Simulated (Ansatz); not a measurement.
# Li on Ag(111): change of the work function

Wanted: Δφ(θ) for Li/Ag(111), starting from the fcc site.

Main program and level: Ansatz 0.2.0; plane-wave DFT, PBE, Ansatz PAW.

## 1. The starting structure

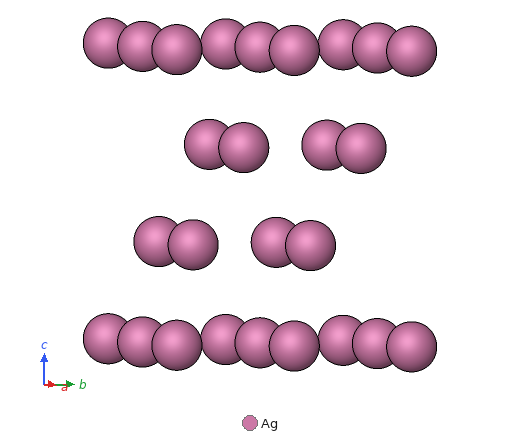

The starting structure, seen from the side, with the c axis up (silver pink). 2×2×1 cells are drawn. Some periodic images of atoms are drawn too.

The cell holds 4 atoms: 4 Ag. Cell: a = 2.892 Å, b = 2.892 Å, c = 25.084 Å, α = 90.0°, β = 90.0°, γ = 60.0°. Vacuum lies along c.

## 2. The clean slab

The bare slab comes first, as the zero from which every change is counted. The two lowest layers are held at bulk places and the upper ones relax. The dipole correction removes the false field that a one-sided slab makes across the periodic vacuum, so each face gets a flat vacuum level of its own.

Contents of input.yaml:

```yaml
crystal:
  lattice:
    - [2.8920667351, 0.0, 0.0]
    - [1.4460333675, 2.504603262, 0.0]
    - [0.0, 0.0, 25.084087803]
  atoms:
    - { symbol: Ag, position: [0.0, 0.0, 0.3587931947] }
    - { symbol: Ag, position: [0.3333333333, 0.3333333333, 0.4529310649] }
    - { symbol: Ag, position: [0.6666666667, 0.6666666667, 0.5470689351] }
    - { symbol: Ag, position: [0.0, 0.0, 0.6412068053] }
kpoints:
  mp_grid: { grid: [12, 12, 1] }
hamiltonian:
  xc: pbe
scf:
  occupations: { method: fermi_dirac, width: 0.1 }
  convergence: { dr2_threshold: 1.0e-08 }
efield:
  axis: 3
  dipole_correction: true
  ramp_position: 0.97
  ramp_width: 0.06
relax:
  f_tol: 0.02
  max_steps: 60
  constraints: [{ sites: [0, 1] }]
output:
  write_potential: true
  write_density: true
  volumetric_format: npy
```

Launch:

```
$ ansatz run input.yaml --threads 4 --pin off --max-ram 6144MiB --backend cpu --events-out ev --progress --plain --runs-dir out
```

Numbers of over 12 decimals in the logs are rounded to 6 here.

The log of the run:

```text
Engine: ansatz 0.2.0, aarch64-unknown-linux-gnu
Pseudopotentials: kind: paw
Pseudopotential: Ag, paw, valence charge 19, recommended cutoff 420 eV (normal), Ag.paw.azcp
Functional definition: PBE
  parameter kappa = 0.804
  parameter beta = 0.066725
  exchange = pbe_x(kappa = kappa, mu = beta*pi^2/3)
  correlation = pbe_c(beta = beta)
Crystal: 4 atoms, lattice volume = 181.696 Å³
Basis set: ecut = 420 eV, 3551 PW (Γ), exchange–correlation on 40×40×360 points (8 copies of the dense FFT grid, shifted against one another)
Bands: 46, of which v1, the nominal top of the filled ones, is band 38 counted from 1 (37 counted from 0)
Symmetry: 6 space group operations
k-points: 19 of 144 (time reversal used)
Non-local potential: Ag, projectors of the file, l = 0: 3, l = 1: 2, l = 2: 2, l = 3: 1
PAW form: soft (Blöchl's): semilocal exchange-correlation on the pseudo side does not see the compensation charge
PAW one-centre angular grid: Ag, 590 points (default); XC on 64 Gauss nodes
Initial density: superposition of atomic densities (neutral atoms: chi_scale 0, normalization atom), corrected by the library's trained network
Initial wavefunctions: pseudopotential atomic-orbital guess
Functional: x = pbe(κ = 0.804, μ = 0.219515), c = pbe(β = 0.066725)
SCF iter   1: F=—  HF=-30361.536039 eV  |F-HF|=—  |Δ(HF+E_count)|=         —  Δρ=1.43e-3  dr2=2.13e-2  ethr=1.77e-3  p=0.000 e·Å  D=4.57e-14 V/Å  ΔV_dip=-0.00 eV  dr2_dipole=1.51e-9  V_vac-E_F(+/−)=4.39/4.39 eV  ⟨swp⟩=7.4  Hψ=3672  notcnv=0  defer=12
efield: sawtooth ramp at fractional position 0.9700 (set: `efield.ramp_position`, or a place that a band, a saddle search or an elastic batch's reference lends), width 0.0600; the density the first Hamiltonian is built on has a dipole p = 0.000 e·Å; the dipole correction subtracts the counter field D = 4.57e-14 V/Å, which shifts the + side's vacuum level by -0.00 eV against the − side's; the planar-averaged density in the ramp window peaks in size at 3.3e-6 e/Å³
preconditioner: auto → LDOS  [metal: Δε(μ)=0.132 eV  Ē_g=9.346 eV  σ=0.100 eV  W_gap=0.32  n_scr=18 (ndim 8)  ℏωp=18.3 eV  f_vac=0.583  D(μ)=0.82/eV (n_scr^D=6)  β→1.0]
SCF iter   2: F=—  HF=-30361.540493 eV  |F-HF|=—  |Δ(HF+E_count)|=   4.45e-3  Δρ=1.71e-3  dr2=1.09e-2  ethr=2.80e-5  p=-0.000 e·Å  D=-9.70e-6 V/Å  ΔV_dip=0.00 eV  dr2_dipole=2.53e-10  V_vac-E_F(+/−)=4.43/4.43 eV  ⟨swp⟩=2.2  Hψ=1740  notcnv=0  defer=25
SCF iter   3: F=—  HF=-30361.538911 eV  |F-HF|=—  |Δ(HF+E_count)|=   1.58e-3  Δρ=5.15e-4  dr2=3.96e-4  ethr=1.43e-5  p=-0.000 e·Å  D=-2.39e-6 V/Å  ΔV_dip=0.00 eV  dr2_dipole=6.30e-10  V_vac-E_F(+/−)=4.45/4.45 eV  ⟨swp⟩=2.0  Hψ=1312  notcnv=0  defer=25
SCF iter   4: F=—  HF=-30361.538844 eV  |F-HF|=—  |Δ(HF+E_count)|=   6.66e-5  Δρ=7.08e-5  dr2=1.22e-5  ethr=5.20e-7  p=-0.000 e·Å  D=-1.65e-6 V/Å  ΔV_dip=0.00 eV  dr2_dipole=2.09e-10  V_vac-E_F(+/−)=4.45/4.45 eV  ⟨swp⟩=3.2  Hψ=1672  notcnv=0  defer=25
SCF iter   5: F=—  HF=-30361.538814 eV  |F-HF|=—  |Δ(HF+E_count)|=   3.00e-5  Δρ=2.65e-5  dr2=1.77e-6  ethr=1.60e-8  p=-0.000 e·Å  D=-4.88e-8 V/Å  ΔV_dip=0.00 eV  dr2_dipole=3.15e-12  V_vac-E_F(+/−)=4.45/4.45 eV  ⟨swp⟩=2.6  Hψ=1527  notcnv=0  defer=25
SCF iter   6: F=—  HF=-30361.538866 eV  |F-HF|=—  |Δ(HF+E_count)|=   5.23e-5  Δρ=9.20e-6  dr2=1.40e-7  ethr=2.33e-9  p=0.000 e·Å  D=9.44e-8 V/Å  ΔV_dip=-0.00 eV  dr2_dipole=1.07e-12  V_vac-E_F(+/−)=4.46/4.46 eV  ⟨swp⟩=2.2  Hψ=1220  notcnv=0  defer=25
SCF iter   7: F=—  HF=-30361.538866 eV  |F-HF|=—  |Δ(HF+E_count)|=   3.56e-8  Δρ=3.14e-6  dr2=2.09e-8  ethr=1.84e-10  p=0.000 e·Å  D=3.04e-8 V/Å  ΔV_dip=-0.00 eV  dr2_dipole=1.25e-13  V_vac-E_F(+/−)=4.46/4.46 eV  ⟨swp⟩=2.4  Hψ=1586  notcnv=0  defer=25
SCF iter   8: F=-30361.538866 eV  HF=-30361.538866 eV  |F-HF|=2.75e-9  |Δ(HF+E_count)|=   5.33e-9  Δρ=6.78e-7  dr2=5.64e-10  ethr=1.32e-11  p=-0.000 e·Å  D=-8.55e-9 V/Å  ΔV_dip=0.00 eV  dr2_dipole=6.95e-15  V_vac-E_F(+/−)=4.46/4.46 eV  ⟨swp⟩=8.7  Hψ=5198  notcnv=0
SCF 1 converged in 8 iterations: F = -30361.538866 eV  dr2 = 5.64e-10
  greatest PAW one-centre occupation: 1.000 electrons in one spin orbital (limit 2), on the Ag atom at site 1 (counted from 0), in its partial waves of l = 0
relax step   1: F+E_penalty+E_count = -30361.53886649 eV  Δ(F+E_penalty+E_count) = +0.000e0 eV  max|allowed force component| = 1.394e-1 eV/Å  Δτ_max = 0.0000 Å  (8 SCF iters, accepted)
Initial density: handed on by an earlier stage of this run
Initial wavefunctions: those handed on with the density
iter 1 solved again at ethr=1.65e-5 eV; its pass at ethr=3.10e-3 eV (dr2=1.25e-2 eV) is discarded
SCF iter   1: F=—  HF=-30361.545702 eV  |F-HF|=—  |Δ(HF+E_count)|=         —  Δρ=2.56e-3  dr2=1.12e-2  ethr=1.65e-5  p=-0.000 e·Å  D=-2.89e-8 V/Å  ΔV_dip=0.00 eV  dr2_dipole=8.08e-5  V_vac-E_F(+/−)=4.45/4.45 eV  ⟨swp⟩=2.0  Hψ=3443  notcnv=0  defer=33
efield: sawtooth ramp at fractional position 0.9700 (set: `efield.ramp_position`, or a place that a band, a saddle search or an elastic batch's reference lends), width 0.0600; the density the first Hamiltonian is built on has a dipole p = -0.000 e·Å; the dipole correction subtracts the counter field D = -2.89e-8 V/Å, which shifts the + side's vacuum level by +0.00 eV against the − side's; the planar-averaged density in the ramp window peaks in size at 6.5e-7 e/Å³
preconditioner: auto → LDOS  [metal: Δε(μ)=0.209 eV  Ē_g=9.267 eV  σ=0.100 eV  W_gap=0.48  n_scr=18 (ndim 8)  ℏωp=18.3 eV  f_vac=0.579  D(μ)=0.92/eV (n_scr^D=6)  β→1.0]
SCF iter   2: F=—  HF=-30361.545730 eV  |F-HF|=—  |Δ(HF+E_count)|=   2.81e-5  Δρ=2.20e-3  dr2=1.62e-2  ethr=1.47e-5  p=0.001 e·Å  D=1.26e-3 V/Å  ΔV_dip=-0.03 eV  dr2_dipole=1.53e-3  V_vac-E_F(+/−)=4.40/4.43 eV  ⟨swp⟩=2.1  Hψ=1485  notcnv=0  defer=33
SCF iter   3: F=—  HF=-30361.542249 eV  |F-HF|=—  |Δ(HF+E_count)|=   3.48e-3  Δρ=4.16e-4  dr2=3.20e-4  ethr=1.47e-5  p=-0.002 e·Å  D=-1.87e-3 V/Å  ΔV_dip=0.05 eV  dr2_dipole=4.02e-5  V_vac-E_F(+/−)=4.49/4.44 eV  ⟨swp⟩=2.0  Hψ=1399  notcnv=0  defer=33
SCF iter   4: F=—  HF=-30361.542227 eV  |F-HF|=—  |Δ(HF+E_count)|=   2.28e-5  Δρ=2.30e-4  dr2=1.11e-4  ethr=4.21e-7  p=-0.001 e·Å  D=-1.01e-3 V/Å  ΔV_dip=0.03 eV  dr2_dipole=2.23e-7  V_vac-E_F(+/−)=4.47/4.44 eV  ⟨swp⟩=2.2  Hψ=1528  notcnv=0  defer=33
SCF iter   5: F=—  HF=-30361.542207 eV  |F-HF|=—  |Δ(HF+E_count)|=   1.94e-5  Δρ=3.25e-5  dr2=3.43e-6  ethr=1.46e-7  p=-0.001 e·Å  D=-1.14e-3 V/Å  ΔV_dip=0.03 eV  dr2_dipole=7.58e-7  V_vac-E_F(+/−)=4.47/4.44 eV  ⟨swp⟩=2.0  Hψ=1327  notcnv=0  defer=33
SCF iter   6: F=—  HF=-30361.542212 eV  |F-HF|=—  |Δ(HF+E_count)|=   4.87e-6  Δρ=1.26e-5  dr2=2.99e-7  ethr=4.51e-9  p=-0.001 e·Å  D=-1.17e-3 V/Å  ΔV_dip=0.03 eV  dr2_dipole=8.71e-9  V_vac-E_F(+/−)=4.47/4.44 eV  ⟨swp⟩=2.0  Hψ=1297  notcnv=0  defer=33
SCF iter   7: F=—  HF=-30361.542212 eV  |F-HF|=—  |Δ(HF+E_count)|=   9.44e-8  Δρ=3.85e-6  dr2=3.52e-8  ethr=3.94e-10  p=-0.001 e·Å  D=-1.17e-3 V/Å  ΔV_dip=0.03 eV  dr2_dipole=4.22e-12  V_vac-E_F(+/−)=4.47/4.44 eV  ⟨swp⟩=2.0  Hψ=1501  notcnv=0  defer=33
SCF iter   8: F=-30361.542212 eV  HF=-30361.542212 eV  |F-HF|=2.94e-9  |Δ(HF+E_count)|=   2.53e-8  Δρ=8.96e-7  dr2=1.21e-9  ethr=1.32e-11  p=-0.001 e·Å  D=-1.16e-3 V/Å  ΔV_dip=0.03 eV  dr2_dipole=2.56e-11  V_vac-E_F(+/−)=4.47/4.44 eV  ⟨swp⟩=9.0  Hψ=5308  notcnv=0
SCF 2 converged in 8 iterations: F = -30361.542212 eV  dr2 = 1.21e-9
relax step   2: F+E_penalty+E_count = -30361.54221217 eV  Δ(F+E_penalty+E_count) = -3.346e-3 eV  max|allowed force component| = 5.879e-2 eV/Å  Δτ_max = 0.1208 Å  (8 SCF iters, accepted)
SCF iter   1: F=—  HF=-30361.543984 eV  |F-HF|=—  |Δ(HF+E_count)|=         —  Δρ=9.71e-4  dr2=1.77e-3  ethr=2.01e-5  p=-0.001 e·Å  D=-1.16e-3 V/Å  ΔV_dip=0.03 eV  dr2_dipole=5.25e-5  V_vac-E_F(+/−)=4.48/4.45 eV  ⟨swp⟩=3.8  Hψ=2048  notcnv=0  defer=33
efield: sawtooth ramp at fractional position 0.9700 (set: `efield.ramp_position`, or a place that a band, a saddle search or an elastic batch's reference lends), width 0.0600; the density the first Hamiltonian is built on has a dipole p = -0.001 e·Å; the dipole correction subtracts the counter field D = -1.16e-3 V/Å, which shifts the + side's vacuum level by +0.03 eV against the − side's; the planar-averaged density in the ramp window peaks in size at 7.8e-7 e/Å³
preconditioner: auto → LDOS  [metal: Δε(μ)=0.206 eV  Ē_g=9.288 eV  σ=0.100 eV  W_gap=0.47  n_scr=18 (ndim 8)  ℏωp=18.3 eV  f_vac=0.581  D(μ)=0.89/eV (n_scr^D=6)  β→1.0]
SCF iter   2: F=—  HF=-30361.544011 eV  |F-HF|=—  |Δ(HF+E_count)|=   2.63e-5  Δρ=9.28e-4  dr2=2.53e-3  ethr=2.33e-6  p=-0.002 e·Å  D=-1.70e-3 V/Å  ΔV_dip=0.04 eV  dr2_dipole=3.84e-5  V_vac-E_F(+/−)=4.50/4.46 eV  ⟨swp⟩=2.7  Hψ=1897  notcnv=0  defer=33
SCF iter   3: F=—  HF=-30361.543427 eV  |F-HF|=—  |Δ(HF+E_count)|=   5.84e-4  Δρ=1.90e-4  dr2=6.10e-5  ethr=2.33e-6  p=-0.001 e·Å  D=-6.14e-4 V/Å  ΔV_dip=0.02 eV  dr2_dipole=4.87e-6  V_vac-E_F(+/−)=4.47/4.45 eV  ⟨swp⟩=2.0  Hψ=1396  notcnv=0  defer=33
SCF iter   4: F=—  HF=-30361.543410 eV  |F-HF|=—  |Δ(HF+E_count)|=   1.72e-5  Δρ=8.92e-5  dr2=1.40e-5  ethr=8.03e-8  p=-0.001 e·Å  D=-8.67e-4 V/Å  ΔV_dip=0.02 eV  dr2_dipole=8.57e-9  V_vac-E_F(+/−)=4.47/4.45 eV  ⟨swp⟩=2.5  Hψ=1546  notcnv=0  defer=33
SCF iter   5: F=—  HF=-30361.543410 eV  |F-HF|=—  |Δ(HF+E_count)|=   3.08e-7  Δρ=1.46e-5  dr2=9.73e-7  ethr=1.84e-8  p=-0.001 e·Å  D=-8.27e-4 V/Å  ΔV_dip=0.02 eV  dr2_dipole=2.54e-7  V_vac-E_F(+/−)=4.47/4.45 eV  ⟨swp⟩=2.0  Hψ=1332  notcnv=0  defer=33
SCF iter   6: F=—  HF=-30361.543462 eV  |F-HF|=—  |Δ(HF+E_count)|=   5.22e-5  Δρ=4.76e-6  dr2=6.37e-8  ethr=1.28e-9  p=-0.001 e·Å  D=-8.00e-4 V/Å  ΔV_dip=0.02 eV  dr2_dipole=9.85e-9  V_vac-E_F(+/−)=4.47/4.45 eV  ⟨swp⟩=2.0  Hψ=1200  notcnv=0  defer=33
SCF iter   7: F=—  HF=-30361.543462 eV  |F-HF|=—  |Δ(HF+E_count)|=   2.80e-8  Δρ=1.89e-6  dr2=1.05e-8  ethr=1.32e-11  p=-0.001 e·Å  D=-7.97e-4 V/Å  ΔV_dip=0.02 eV  dr2_dipole=1.65e-11  V_vac-E_F(+/−)=4.47/4.45 eV  ⟨swp⟩=9.1  Hψ=5615  notcnv=0
SCF iter   8: F=-30361.543462 eV  HF=-30361.543462 eV  |F-HF|=1.11e-9  |Δ(HF+E_count)|=   4.10e-9  Δρ=4.63e-7  dr2=2.69e-10  ethr=1.32e-11  p=-0.001 e·Å  D=-7.96e-4 V/Å  ΔV_dip=0.02 eV  dr2_dipole=1.32e-13  V_vac-E_F(+/−)=4.47/4.45 eV  ⟨swp⟩=8.2  Hψ=5047  notcnv=0
SCF 3 converged in 8 iterations: F = -30361.543462 eV  dr2 = 2.69e-10
relax step   3: F+E_penalty+E_count = -30361.54346218 eV  Δ(F+E_penalty+E_count) = -1.250e-3 eV  max|allowed force component| = 3.526e-3 eV/Å  Δτ_max = 0.0437 Å  (8 SCF iters, accepted)
NSCF: frozen V_eff on 19 k-points
the band table was solved once a step of the walk had ended and its energy, with any forces and stress, was formed, with the checks that follow a solve (4634 applications of the Hamiltonian). They found nothing against the state; the energy, forces and stress were not computed again (output.eigenvalues in the input reference)
SCF converged after 8 iterations
Free energy (F): -30361.543462 eV
Harris-Foulkes:  -30361.543462 eV  (|F-HF|=1.11e-9)
Internal energy: -30361.511446 eV  (E = F + TS)
E sigma→0 (E₀):  -30361.527454 eV
Entropy (-TS):   -0.032016 eV (-8.004 meV/atom)
Fermi energy:    3.774940 eV
Dipole field:    D = -0.000797 V/Å  (p = -0.000800 e·Å, saw-weighted, corrected)
Work function:   Φ+ = 4.4694 eV   Φ− = 4.4494 eV
Levels:          The Fermi level and band energies are counted from a zero that moves with the ramp; work functions are not
--- Per-component energies (eV) ---
  E_band       = -1960.547775
  E_kinetic    = 2109.099075
  E_local      = -128020.276560  (includes V_loc(G=0)·N_el)
  E_nonlocal   = 320.756910
  E_hartree    = 63107.808631
  E_xc         = -738.272180
  E_vxc        = -937.843934  (∫ρ·V_xc dr)
  E_paw        = -15609.056265  (= ΣΔE_a)
  E_vpaw       = -1647.903651  (= ΣTr[D̂ρ^β])
  E_aug_tail   = 0.001306  (compensation charges beyond the density's cutoff)
  E_efield     = 0.000000  (sawtooth field / dipole correction)
  E_vefield    = 0.001582  (∫n·V_field dr)
  E_ewald      = 48468.427637
  E_smearing   = -0.032016  (= −TS)
  E_closure    = 0.000000  (closes the sum)
  Σ components = -30361.543462   (vs F -30361.543462, Δ=0.00e0)
--- Forces (eV/Å), atoms counted from 1 ---
  atom   1  Ag    -0.00000000     0.00000000    -0.13252268
  atom   2  Ag     0.00000000    -0.00000000     0.12981903
  atom   3  Ag    -0.00000000    -0.00000000     0.00352622
  atom   4  Ag    -0.00000000    -0.00000000    -0.00082124
  max |Σ_I F_I| component: 1.33e-6 eV/Å
--- Band table (eV; the first three rows and the last of 19) ---
  k-point 0: bands = [... 34 lower, 0.3804, 0.4880, 0.4880, 0.7234, 0.7234, 2.7357, 3.9494, 7.7601, ... 4 higher]
  k-point 1: bands = [... 34 lower, 0.3192, 0.4035, 0.4876, 0.7293, 1.0045, 3.0032, 4.3438, 7.8970, ... 4 higher]
  k-point 2: bands = [... 34 lower, 0.1786, 0.4121, 0.4831, 0.7430, 1.5725, 3.6517, 5.3129, 8.3086, ... 4 higher]
  k-point 18: bands = [... 34 lower, 0.6631, 0.6714, 7.1502, 7.3285, 7.3357, 8.0731, 8.0825, 8.4313, ... 4 higher]
--- Relaxed structure (3 steps of the walk, 3 accepted, 0 SCFs on fresh bases) ---
  F+E_penalty+E_count = -30361.54346218 eV   max|allowed force component| = 3.526e-3 eV/Å
  atoms:
    - { symbol: Ag, position: [0.0, 0.0, 0.3587931947] }
    - { symbol: Ag, position: [0.333333, 0.333333, 0.452931] }
    - { symbol: Ag, position: [0.666667, 0.666667, 0.548158] }
    - { symbol: Ag, position: [2.5445413763024496e-18, -1.1400015482013495e-18, 0.644283] }
```

Wall time 8.3 s (4 threads of Arm Neoverse V2, shared host); peak memory 0.51 GiB; 32 s of CPU time.

Step by step:

| step | energy less that of the first step (eV) | largest force component (eV/Å) |
| --- | --- | --- |
| 1 | 0.0000 | 0.1394 |
| 2 | -0.0033 | 0.0588 |
| 3 | -0.0046 | 0.0035 |

The run keeps the 6 symmetry operations that it works with, so distortions that break them were not tested.

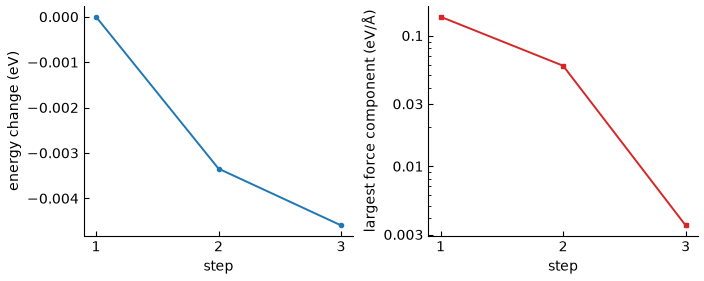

Energy and largest force along the relaxation.

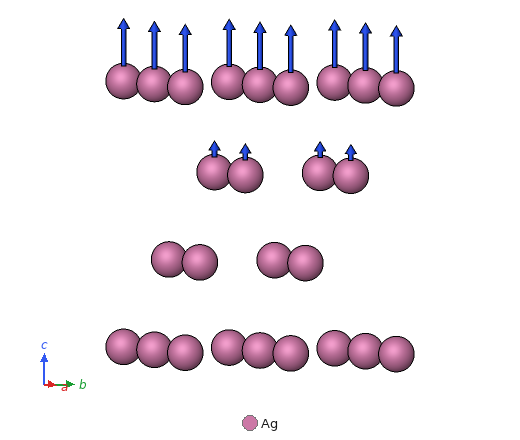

Displacements in the relaxation, exaggerated; the longest in the cell stands for 0.08 Å. 2×2×1 cells are drawn. Some periodic images of atoms are drawn too.

The atoms that moved most (Å):

```csv
atom,dx,dy,dz,length
Ag4,0.000,0.000,0.077,0.077
Ag3,0.000,0.000,0.027,0.027
```

Final coordinates:

```xyz
4
Lattice="2.8921 0.0000 0.0000 1.4460 2.5046 0.0000 0.0000 0.0000 25.0841" Properties=species:S:1:pos:R:3
Ag    0.0000    0.0000    9.0000
Ag    1.4460    0.8349   11.3614
Ag    2.8921    1.6697   13.7500
Ag    0.0000    0.0000   16.1612
```

Numbers from this step:

* energy at zero smearing: -30361.5275 eV
* work function, upper face: 4.469 eV
* dipole along the normal: -8.00e-4 e·Å

Running mean over 2.361 Å of the planar mean; the ramp of the sawtooth is left out. Table of electron's electrostatic potential energy less the Fermi level by z:

```
z (Å)  electron's electrostatic potential energy less the Fermi level (eV)
    4                                                                 4.45
    6                                                                 4.38
    8                                                                -2.25
   10                                                                -6.03
   12                                                                -5.92
   14                                                                -5.97
   16                                                                -5.86
   18                                                                 2.97
   20                                                                 4.46
   22                                                                 4.47
```

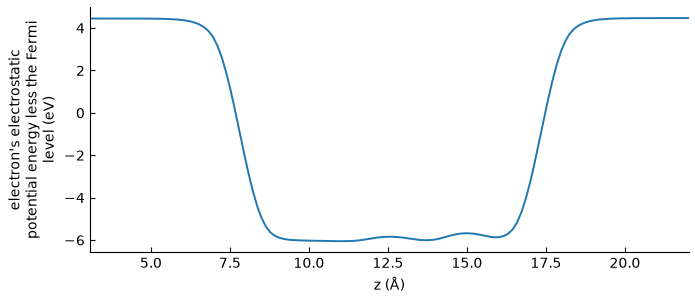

Electron's electrostatic potential energy less the Fermi level against z.

The relaxation took 3 steps and lowered the energy by 0.0046 eV; the largest force on the free atoms ends at 0.0035 eV/Å.

The work function of the upper face is 4.47 eV.

[end of part 1 of 3]

[Logs are printed without paths, hosts, clocks, repeated set-up lines and the standing remarks that a program may print on its own settings, such as how far it seeks lower states.]

[Hosts, paths, dates, database ids (printed as entryN), source tags and the programs' standing remarks are cut or masked in the printed files.]

[Maps of the electrostatic potential energy from Ansatz leave out the sawtooth potential of an applied field or a dipole correction, so their vacuum need not be flat; planar profiles and work functions include it.]
